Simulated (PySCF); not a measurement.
**Chloromethylgermane (CH5ClGe): electronic excitations and core binding energies**

What electronic excitations and core binding energies should Chloromethylgermane (CH5ClGe) (`Cl[CH2][GeH3]`) show?

The runs use PySCF 2.14.0, with density-fitted response routines of our own; the level of theory stands in each step. All values are computed, except where a source is named. Atoms count from 0, in the outputs and in this text.

### 1 The molecule as given

8 atoms, charge 0, multiplicity 1; geometry from: GFN2-xTB.

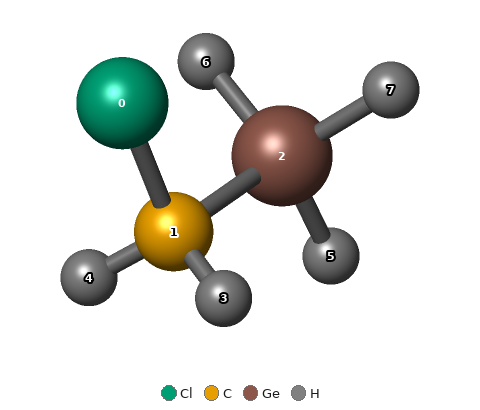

As it starts; chlorine teal, carbon amber, germanium brown, hydrogen grey, atoms numbered.

### 2 Excited states and response: B3LYP/def2-SVPD

Job settings and geometry (Å):

```
{"job": {"kind": "uv", "xc": "B3LYP", "basis": "def2-SVPD", "nstates": 8, "ntriplets": 3}, "charge": 0, "multiplicity": 1}
Cl    -1.651688     1.235683     0.749039
C     -0.985450    -0.181595    -0.098734
Ge     0.975501     0.005963    -0.012635
H     -1.360454    -1.068069     0.407840
H     -1.379178    -0.166043    -1.112464
H      1.646196    -1.141119    -0.700607
H      1.369245     1.281173    -0.672394
H      1.394885     0.043419     1.415390
```

With the program's defaults for keys left out, this is: TDDFT B3LYP/def2-SVPD, vertical, gas phase, core orbitals frozen in the response.

**Question.** This job is followed by: delta-SCF UKS SCAN, pcX-2 on the ionised atom, pcseg-1 elsewhere, spin-free X2C. What will the session give for the following? lowest singlet (B3LYP/def2-SVPD); brightest single state of those computed; lowest triplet; Cl1s binding energies, SCAN/pcX-2; Cl2p binding energies, SCAN/pcX-2; C1s binding energies, SCAN/pcX-2.

As calculated:

| quantity | value |
| --- | --- |
| lowest singlet (B3LYP/def2-SVPD) | 6.54 eV (190 nm), f = 0.021 |
| brightest single state of those computed | state 8, 8.28 eV, f = 0.079 |
| lowest triplet | 5.95 eV |
| Cl1s binding energies, SCAN/pcX-2 | Cl0 2828.59 eV |
| Cl2p binding energies, SCAN/pcX-2 | Cl0 206.55 eV |
| C1s binding energies, SCAN/pcX-2 | C1 291.94 eV |

In words: The lowest singlet, at 6.54 eV, is HOMO→LUMO 0.94 and is weak; of the 8 states computed, the strongest absorption comes from state 8 at 8.28 eV (the last computed, so partners may be missing). The lowest triplet lies 0.59 eV below the lowest singlet (triplets in Tamm-Dancoff, singlets in full TDDFT). States above −ε(HOMO) lie where TDDFT describes them poorly and they hang on the basis; the brightest is among them.
